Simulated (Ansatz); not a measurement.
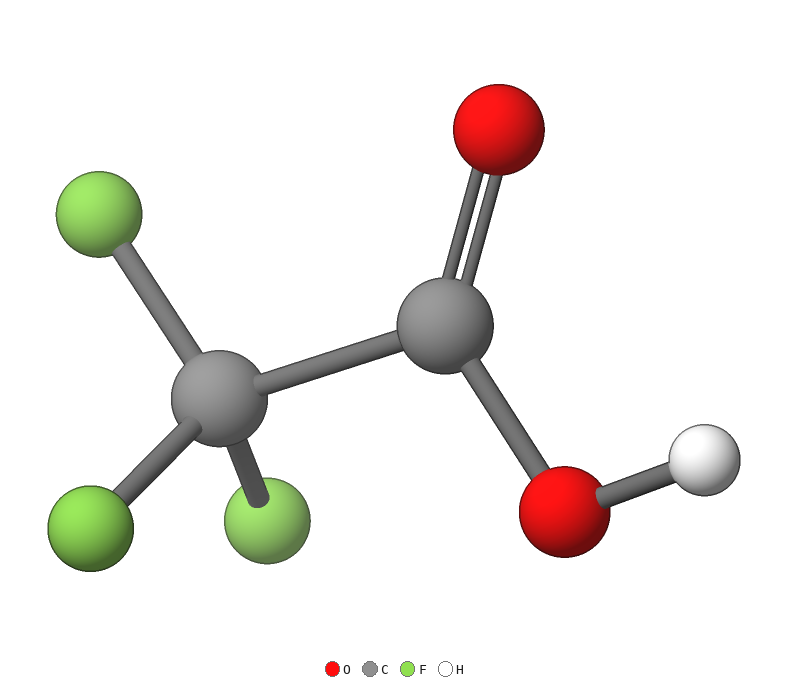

The picture shows a molecular structure as a ball-and-stick model.

The computed structure is the end point of a PBE0-D4/def2-TZVP optimisation.

Question: Give the formula.

Answer: C2HF3O2, 8 atoms: 2 carbon, 1 hydrogen, 3 fluorine and 2 oxygen.

Question: Describe its rings.

Answer: It has no ring.

Question: Which point group does it belong to?

Answer: Cs.

More results for the same structure follow; atom numbers are the same in all pictures, views and colours differ.

**Geometry**

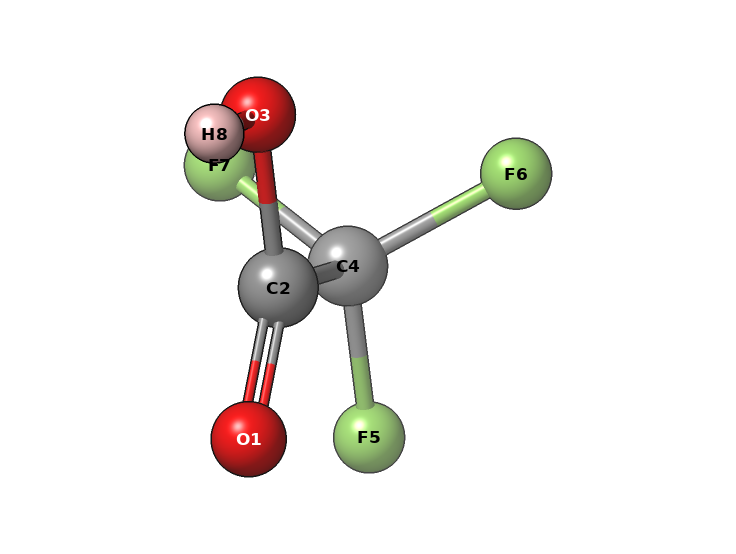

C4 lies behind C2. The molecule seen a little off the C2–C4 bond, C2 in front. Atoms fade into the background with distance from the viewer.

Question: What is the torsion angle O3–C2–C4–F5? The sign is positive where the front bond must turn clockwise to cover the back bond.

Answer: 180°, antiperiplanar (anti).

**Dipole moment**

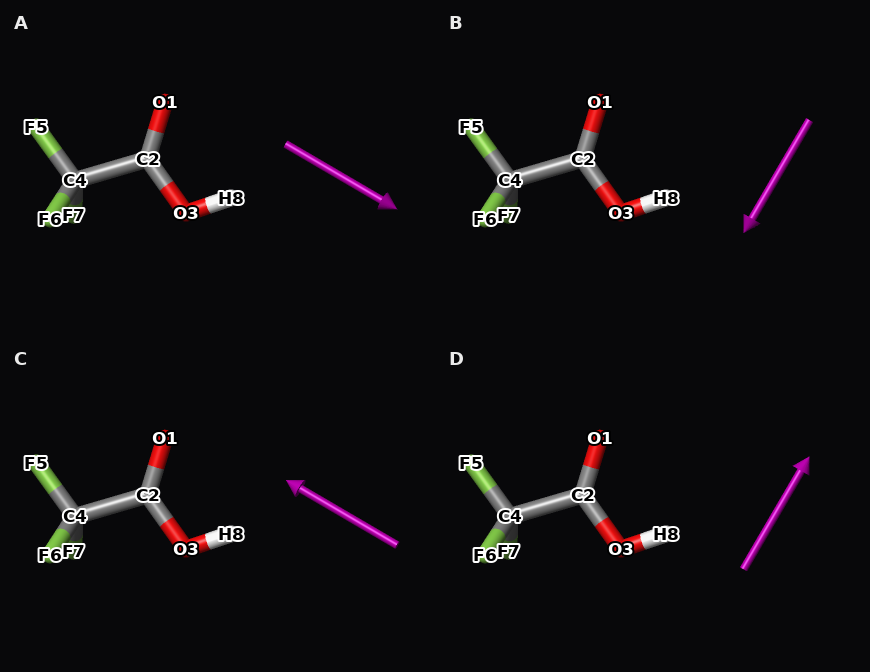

The same molecule four times, each with an arrow. Properties computed with RKS PBE-D4/def2-TZVPP (Ansatz 0.2.0).

Question: Which arrow points along the dipole moment, from the negative to the positive end?

Answer: A. The dipole moment is 2.14 D; it points from the side of F5 to the side of H8 (the outermost atoms at the two ends).

**Vibrations**

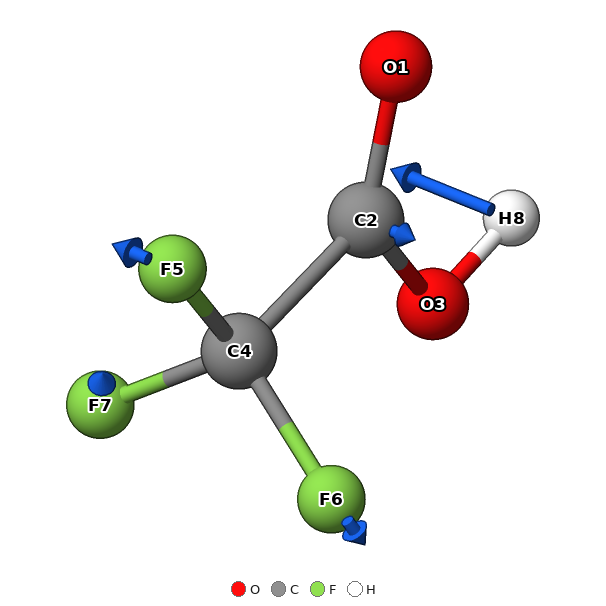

The arrows show one normal mode. Harmonic vibrations computed with RKS PBE0-D4/def2-TZVP (Ansatz 0.2.0) at a stationary point of the same level.

Question: At what wavenumber does it lie?

Answer: 512 cm⁻¹; it is mode 6 of 18 counted from the lowest.

**Charges**

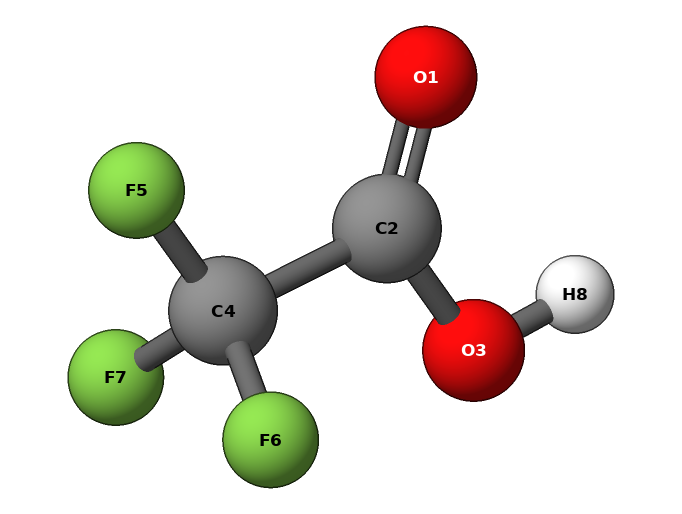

The questions are on Mulliken charges. Method: RKS PBE0-D4/def2-TZVP (Ansatz 0.2.0).

Question: Which atom carries the highest charge (most positive or least negative)?

Answer: C4 (0.46 e).

Question: And the lowest?

Answer: O3 (−0.33 e).

List the Mulliken charges.

```
atom  value (e)
  O1      −0.26
  C2       0.21
  O3      −0.33
  C4       0.46
  F5      −0.13
  F6      −0.14
  F7      −0.14
  H8       0.34
```

Mulliken values depend strongly on the basis set and can even reverse the polarity of a bond.
